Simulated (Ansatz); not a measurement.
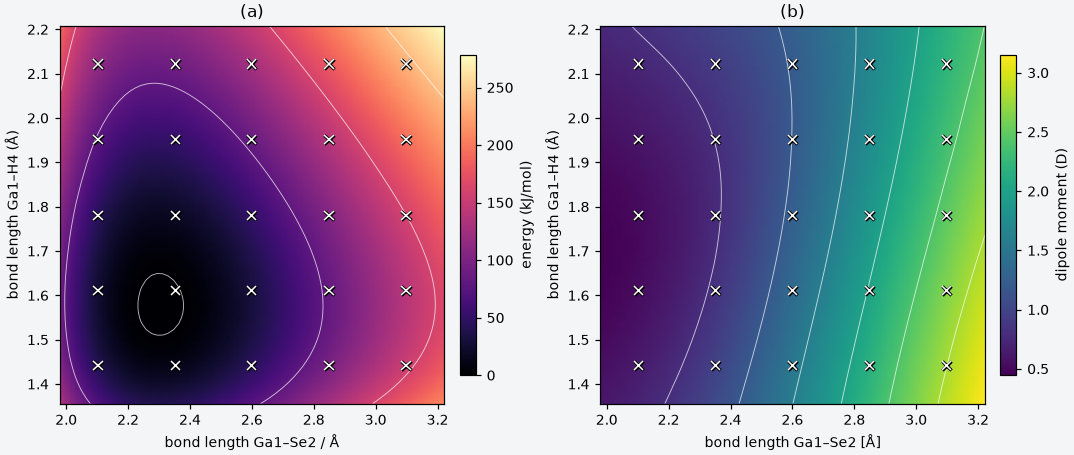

GaH2Se, SMILES [GaH2][Se], spin multiplicity 2. 
- First axis: bond length Ga1–Se2. Second axis: bond length Ga1–H4.
- Nothing is relaxed (all other coordinates rigid).
- The grid has 11 × 11 points. At 25 points there is no value.
- Points are written as (first, second).
- Energies are in kJ/mol, from the lowest grid point.
- All numbers below come from Ansatz 0.2.0, UKS PBE-D4/def2-SVP.

Panel (a) is the energy; panel (b) is the computed dipole moment, in D.

In the figure: a smooth colour map with a few white contour lines, crosses at grid points without a value. Between grid points the surface is interpolated.

How does the dipole moment vary over the map, and what is it at the lowest grid point?

Leaving out the highest fifth of the energies, it runs from 0.45 D at (1.979 Å, 1.696 Å) to 3.01 D at (3.222 Å, 1.526 Å). At the lowest grid point, (2.352 Å, 1.526 Å), it is 0.91 D.

| bond length Ga1–H4 ↓, bond length Ga1–Se2 → | 1.979 | 2.103 | 2.228 | 2.352 | 2.476 | 2.600 | 2.725 | 2.849 | 2.973 | 3.098 | 3.222 |
| --- | --- | --- | --- | --- | --- | --- | --- | --- | --- | --- | --- |
| 2.207 | 0.75 | 0.81 | 0.89 | 0.99 | 1.11 | 1.26 | 1.46 | 1.68 | 1.93 | 2.17 | 2.40 |
| 2.122 | 0.67 | – | 0.82 | – | 1.05 | – | 1.45 | – | 1.96 | – | 2.46 |
| 2.037 | 0.60 | 0.66 | 0.75 | 0.86 | 1.01 | 1.21 | 1.45 | 1.72 | 2.00 | 2.27 | 2.52 |
| 1.951 | 0.54 | – | 0.68 | – | 0.98 | – | 1.47 | – | 2.05 | – | 2.59 |
| 1.866 | 0.49 | 0.55 | 0.64 | 0.78 | 0.97 | 1.22 | 1.51 | 1.81 | 2.11 | 2.40 | 2.67 |
| 1.781 | 0.46 | – | 0.62 | – | 0.99 | – | 1.56 | – | 2.18 | – | 2.75 |
| 1.696 | 0.45 | 0.51 | 0.62 | 0.80 | 1.03 | 1.31 | 1.62 | 1.94 | 2.26 | 2.56 | 2.84 |
| 1.611 | 0.46 | – | 0.66 | – | 1.09 | – | 1.69 | – | 2.34 | – | 2.92 |
| 1.526 | 0.50 | 0.58 | 0.71 | 0.91 | 1.16 | 1.45 | 1.77 | 2.09 | 2.41 | 2.72 | 3.01 |
| 1.441 | 0.55 | – | 0.78 | – | 1.23 | – | 1.84 | – | 2.49 | – | 3.08 |
| 1.356 | 0.61 | 0.71 | 0.85 | 1.05 | 1.30 | 1.60 | 1.91 | 2.24 | 2.56 | 2.87 | 3.15 |
